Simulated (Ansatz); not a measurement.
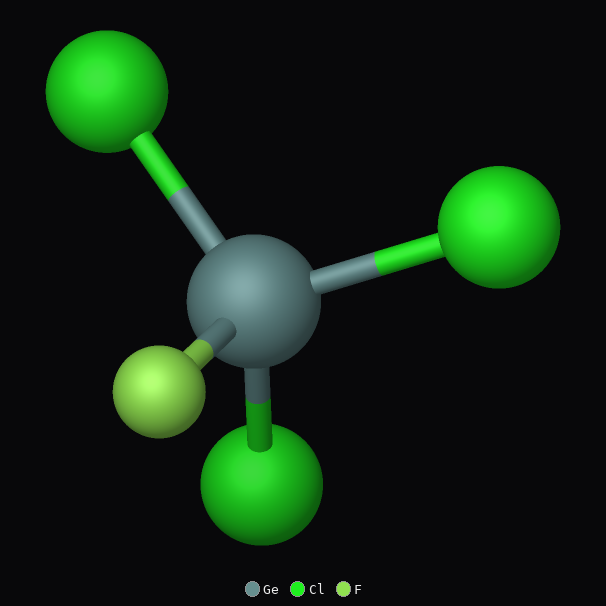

A ball-and-stick model of a molecule.

The geometry was computed by an optimisation with PBE0-D4/def2-TZVP.

Describe the molecule.

It has 5 atoms: 1 germanium, 3 chlorine and 1 fluorine (GeCl₃F). The point group is C3v. Coordination: 1 Ge tetrahedral.

The parts below concern this one geometry. Atoms keep their numbers from picture to picture.

### Thermal motion

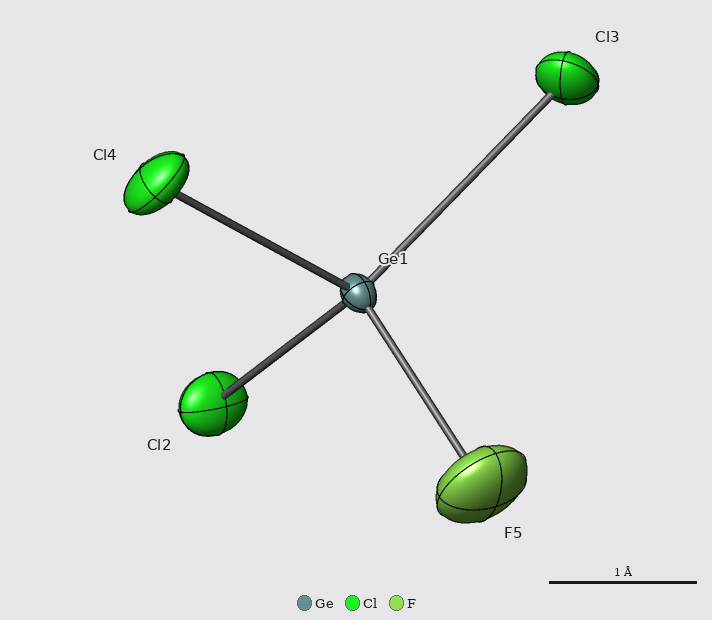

Displacement ellipsoids at the 50 % level, enlarged 3 times, from the internal vibrations of the free molecule (harmonic, no overall translation or rotation; no half-axis is drawn under 0.075 Å). Vibrations computed with RKS PBE0-D4/def2-TZVP (Ansatz 0.2.0). Temperature: 200 K.

Question: Which atom moves most?

Answer: F5, with U_eq = 0.0043 Å².

List U_eq and the three principal root-mean-square amplitudes for each kind of atom.

```tsv
atom	U_eq (Å²)	rms amplitudes (Å)
Ge1	0.00078	0.026, 0.026, 0.031
Cl2, Cl3, Cl4	0.0023	0.033, 0.047, 0.059
F5	0.0043	0.043, 0.074, 0.074
```

### Dipole moment

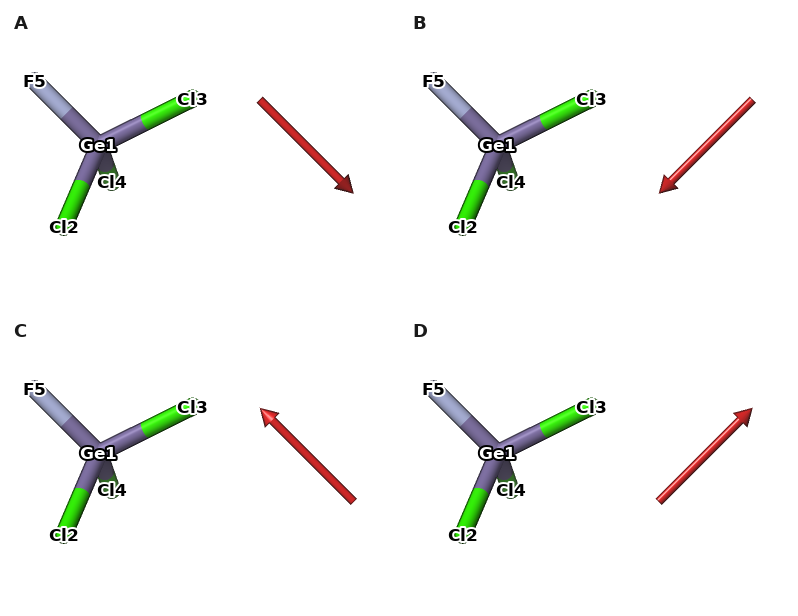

The same molecule four times, each with an arrow. Properties computed with RKS PBE0-D4/def2-TZVP (Ansatz 0.2.0).

Question: Which arrow points along the dipole moment, from the negative to the positive end?

Answer: A. The dipole moment is 0.93 D; it points from the side of F5 to the side of Cl2, Cl3, Cl4 (the outermost atoms at the two ends).

### Charges

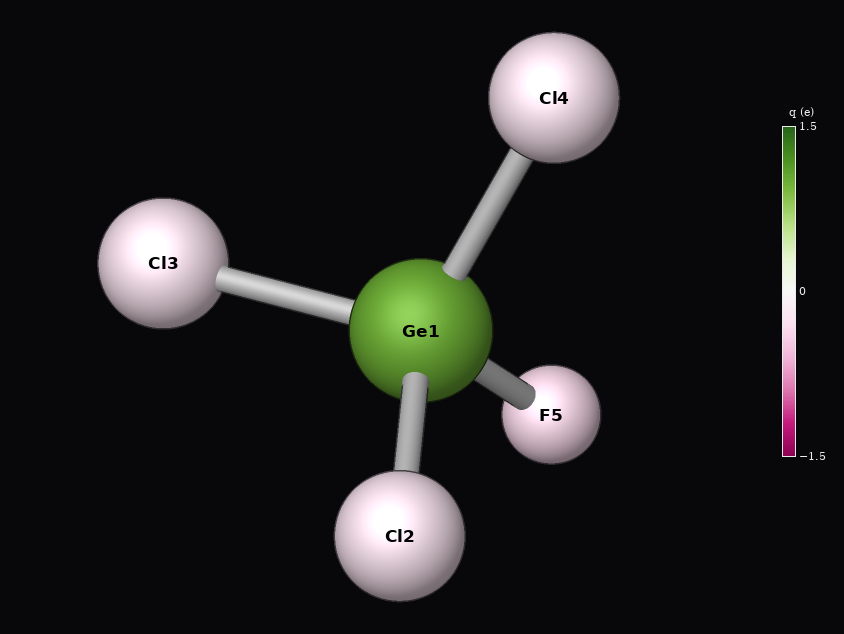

Atoms are coloured by their Mulliken charges. Level of theory: RKS PBE0-D4/def2-TZVP (Ansatz 0.2.0).

List the Mulliken charges.

| atom | value (e) |
| --- | --- |
| Ge1 | 1.00 |
| Cl2 | −0.22 |
| Cl3 | −0.22 |
| Cl4 | −0.22 |
| F5 | −0.33 |

Mulliken values depend strongly on the basis set and can even reverse the polarity of a bond.
